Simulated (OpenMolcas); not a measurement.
# One shape, several levels: doublet CH5FOSn+

We compute a comparison of 6 runs (UHF/def2-SVP, U-r2SCAN/def2-SVP, UB3LYP/def2-SVP, UM06-2X/def2-SVP, UM06-L/def2-SVP, USVWN5/def2-SVP) of doublet CH5FOSn+. 

The calculation is run with OpenMolcas 26.06.

## Step 1: The molecule

The species is CH5FOSn+ (9 atoms), meant as a doublet with charge +1. As SMILES of the parent species, `[CH3][SnH]([OH])[F]`. The shape is that of a PBE0-D4/def2-TZVP optimisation. This is one conformer, not always the lowest. That shape belongs to the parent species and isn't relaxed for this state.

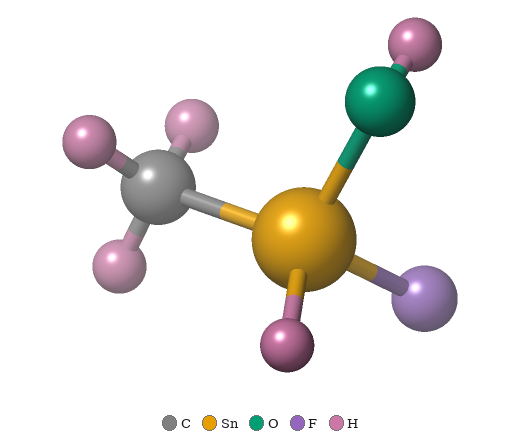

Viewed from a chosen angle; carbon grey, tin amber, oxygen teal, fluorine purple, hydrogen pink.

## Step 2: A single-point energy at UHF/def2-SVP (core potential) (run 1)

File run.input:

```
* CH5FOSn Hartree-Fock

&GATEWAY
 BasLib
 $CurrDir
 Coord
 9
 angstrom
 C       -0.348000       1.320900      -0.172600
 Sn      -0.271200      -0.757400       0.237600
 O        1.527400      -1.346400       0.725000
 F       -0.613200      -1.596000      -1.464600
 H       -1.361700       1.603400      -0.455800
 H       -0.043600       1.885400       0.708500
 H        0.329800       1.539100      -0.997600
 H       -1.308700      -1.477000       1.371800
 H        2.177700      -1.218400       0.030600
 Basis
 def2-SVP
 Group
 NoSym

&SEWARD

&SCF
 UHF
 Charge
 1
 Spin
 2
 Thresholds
 1e-10 1e-07 1e-07 1e-05
 PrOrbitals
 1 2
```

The basis set def2-SVP is read from a file made from the Basis Set Exchange's data (not shown).

On the command line:

```
$ export MOLCAS_MEM=1860
$ pymolcas run.input > run.log
```

The program printed:

```text
--- Start Module: gateway ---
[...]
--- Stop Module: gateway /rc=_RC_ALL_IS_WELL_ ---
--- Start Module: seward ---
[...]
      Basis functions           93
--- Stop Module: seward /rc=_RC_ALL_IS_WELL_ ---
[...]
--- Start Module: scf ---
[...]
       Convergence after  59 Iterations
[...]
::    Total SCF energy                               -427.9251322708
[...]
      Total spin, S                                     0.5045230600
[...]
      Total electronic charge=   49.000000
      Total            charge=    1.000000
[...]
      Dipole Moment (debye):
      Origin of the operator (angstrom)=   -0.1403   -0.7239    0.0631
                   X=  4.6786E+00               Y=  2.0461E+00               Z=  2.6811E+00           Total=  5.7675E+00
      Center of Charge (angstrom)
[...]
--- Stop Module: scf /rc=_RC_ALL_IS_WELL_ ---
[...]
```

Wall time 19 s (1 thread of Intel Xeon 6975P-C (Granite Rapids), shared host); peak memory 0.51 GiB.

## Step 3: A single-point energy at U-r2SCAN/def2-SVP (core potential) (run 2)

File calc.inp:

```
* CH5FOSn Kohn-Sham DFT
>>> EXPORT MOLCAS_PRINT=2

&GATEWAY
  BASLIB=$CurrDir
  COORD
  9
  angstrom
  C       -0.348000       1.320900      -0.172600
  Sn      -0.271200      -0.757400       0.237600
  O        1.527400      -1.346400       0.725000
  F       -0.613200      -1.596000      -1.464600
  H       -1.361700       1.603400      -0.455800
  H       -0.043600       1.885400       0.708500
  H        0.329800       1.539100      -0.997600
  H       -1.308700      -1.477000       1.371800
  H        2.177700      -1.218400       0.030600
  BASIS=def2-SVP
  GROUP=NoSym

&SEWARD
  GRIDINPUT
  Grid=UltraFine
  End of Grid

&SCF
  UHF
  CHARGE=1
  SPIN=2
  KSDFT=2
  1.0 MGGA_X_R2SCAN
  1.0 MGGA_C_R2SCAN
  THRESHOLDS=1e-10 1e-07 1e-07 1e-05
  PRORBITALS=1
```

The basis set def2-SVP is read from a file made from the Basis Set Exchange's data (not shown).

On the command line:

```
$ export MOLCAS_MEM=1860
$ pymolcas calc.inp > calc.log
```

The program printed:

```text
--- Start Module: gateway ---
[...]
--- Stop Module: gateway /rc=_RC_ALL_IS_WELL_ ---
--- Start Module: seward ---
[...]
      Basis functions           93
--- Stop Module: seward /rc=_RC_ALL_IS_WELL_ ---
[...]
--- Start Module: scf ---
[...]
       Convergence after  37 Iterations
[...]
::    Total KS-DFT energy                            -429.9353089594
[...]
      Total spin, S                                     0.5044688568
[...]
      Total electronic charge=   49.000000
      Total            charge=    1.000000
[...]
      Dipole Moment (debye):
      Origin of the operator (angstrom)=   -0.1403   -0.7239    0.0631
                   X=  1.0045E+00               Y=  4.1295E+00               Z=  1.2331E+00           Total=  4.4252E+00
      Center of Charge (angstrom)
[...]
--- Stop Module: scf /rc=_RC_ALL_IS_WELL_ ---
[...]
```

Run time: 1.8 min. Hardware: 1 thread of Intel Xeon 6975P-C (Granite Rapids), shared host; peak memory 0.51 GiB.

Run 3 isn't shown in full; the table further down has it.

## Step 4: The energy at UM06-2X/def2-SVP (core potential) (run 4)

File calc.inp:

```
>>> EXPORT MOLCAS_PRINT=2

&GATEWAY
 BasLib
 $CurrDir
 Coord
 9
 angstrom
 C       -0.348000       1.320900      -0.172600
 Sn      -0.271200      -0.757400       0.237600
 O        1.527400      -1.346400       0.725000
 F       -0.613200      -1.596000      -1.464600
 H       -1.361700       1.603400      -0.455800
 H       -0.043600       1.885400       0.708500
 H        0.329800       1.539100      -0.997600
 H       -1.308700      -1.477000       1.371800
 H        2.177700      -1.218400       0.030600
 Basis
 def2-SVP
 Group
 NoSym

&SEWARD
 GridInput
 Grid=UltraFine
 End of Grid

&SCF
 UHF
 Charge
 1
 Spin
 2
 KSDFT
 M062X
 Thresholds
 1e-10 1e-07 1e-07 1e-05
 PrOrbitals
 1 2
```

The basis set def2-SVP is read from a file made from the Basis Set Exchange's data (not shown).

On the command line:

```
$ export MOLCAS_MEM=1860
$ pymolcas calc.inp > calc.log
```

The program printed:

```text
--- Start Module: gateway ---
[...]
--- Stop Module: gateway /rc=_RC_ALL_IS_WELL_ ---
--- Start Module: seward ---
[...]
      Basis functions           93
--- Stop Module: seward /rc=_RC_ALL_IS_WELL_ ---
[...]
--- Start Module: scf ---
[...]
       Convergence after  31 Iterations
[...]
::    Total KS-DFT energy                            -429.7827706134
[...]
      Total spin, S                                     0.5089499611
[...]
      Total electronic charge=   49.000000
      Total            charge=    1.000000
[...]
      Dipole Moment (debye):
      Origin of the operator (angstrom)=   -0.1403   -0.7239    0.0631
                   X=  1.3809E+00               Y=  4.5125E+00               Z=  1.6613E+00           Total=  5.0029E+00
      Center of Charge (angstrom)
[...]
--- Stop Module: scf /rc=_RC_ALL_IS_WELL_ ---
[...]
```

Wall time 89 s (1 thread of Intel Xeon 6975P-C (Granite Rapids), shared host); peak memory 0.51 GiB.

Run 5 isn't shown in full; the table further down has it.

## Step 5: The energy at USVWN5/def2-SVP (core potential) (run 6)

File test.input:

```
&GATEWAY
  BasLib = $CurrDir
  Coord
  9
  angstrom
  C       -0.348000       1.320900      -0.172600
  Sn      -0.271200      -0.757400       0.237600
  O        1.527400      -1.346400       0.725000
  F       -0.613200      -1.596000      -1.464600
  H       -1.361700       1.603400      -0.455800
  H       -0.043600       1.885400       0.708500
  H        0.329800       1.539100      -0.997600
  H       -1.308700      -1.477000       1.371800
  H        2.177700      -1.218400       0.030600
  Basis = def2-SVP
  Group = NoSym

&SEWARD
  GridInput
  Grid=UltraFine
  End of Grid

&SCF
  UHF
  Charge = 1
  Spin = 2
  KSDFT = SVWN5
  Thresholds = 1e-10 1e-07 1e-07 1e-05
  PrOrbitals = 0
```

The basis set def2-SVP is read from a file made from the Basis Set Exchange's data (not shown).

On the command line:

```
$ export MOLCAS_MEM=1860
$ pymolcas test.input > test.log
```

The program printed:

```text
--- Start Module: gateway ---
[...]
--- Stop Module: gateway /rc=_RC_ALL_IS_WELL_ ---
--- Start Module: seward ---
[...]
      Basis functions           93
--- Stop Module: seward /rc=_RC_ALL_IS_WELL_ ---
[...]
--- Start Module: scf ---
[...]
       Convergence after  39 Iterations
[...]
::    Total KS-DFT energy                            -428.0623890215
[...]
      Total spin, S                                     0.5011202558
[...]
      Total electronic charge=   49.000000
      Total            charge=    1.000000
[...]
      Dipole Moment (debye):
      Origin of the operator (angstrom)=   -0.1403   -0.7239    0.0631
                   X=  7.9113E-01               Y=  3.8861E+00               Z=  1.1074E+00           Total=  4.1176E+00
      Center of Charge (angstrom)
[...]
--- Stop Module: scf /rc=_RC_ALL_IS_WELL_ ---
[...]
```

Wall time 38 s (1 thread of Intel Xeon 6975P-C (Granite Rapids), shared host); peak memory 0.51 GiB.

## Step 6: All runs side by side

```
run                               level  integration grid  energy (Eh)  HOMO energy (eV)  LUMO energy (eV)   ⟨S²⟩  wall time
  1       UHF/def2-SVP (core potential)                 –  -427.925132            -17.17             -7.23  0.759       19 s
  2  U-r2SCAN/def2-SVP (core potential)         UltraFine  -429.935309            -13.95            -13.22  0.759    1.8 min
  3    UB3LYP/def2-SVP (core potential)         UltraFine  -430.026973            -14.67            -12.81  0.760       67 s
  4   UM06-2X/def2-SVP (core potential)         UltraFine  -429.782771            -16.04            -12.12  0.768       89 s
  5    UM06-L/def2-SVP (core potential)         UltraFine  -430.098792            -13.91            -13.22  0.757    1.7 min
  6    USVWN5/def2-SVP (core potential)         UltraFine  -428.062389            -13.87            -13.37  0.752       38 s
```

## Step 7: What came out

| quantity | value |
| --- | --- |
| run 6: total energy | -428.06239 Eh |
| run 6: HOMO energy (highest over α and β) | -13.87 eV |
| run 6: LUMO energy (lowest over α and β) | -13.37 eV |
| run 6: ⟨S²⟩ | 0.752 |

Totals of different functionals can't be ranked against each other. All runs together took 7 min, the longest 1.8 min.
